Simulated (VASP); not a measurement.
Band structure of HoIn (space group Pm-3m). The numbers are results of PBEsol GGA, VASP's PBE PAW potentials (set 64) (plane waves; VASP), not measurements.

The 4f electrons are frozen in the core of the lanthanide potential, so 4f levels, which can set the real gap, and their magnetism are missing.  Unless said otherwise, spin-orbit coupling is left out, though it shifts the bands of the heavy elements here.

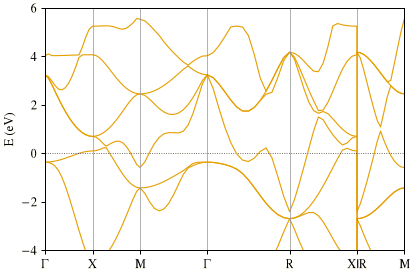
Figure. Bands along high-symmetry lines, zero at the valence-band maximum or, without a gap, the Fermi level

Problem. Read the plot: is there a gap, and where are the band edges?

Solution. It has no gap at this level: it comes out as a metal or semimetal. (Edges off the drawn lines would not show.)

The structure comes from a measured HoIn entry (Pm-3m) of the Crystallography Open Database, whose conditions weren't checked. It was relaxed first, which changed the volume by -7 %.
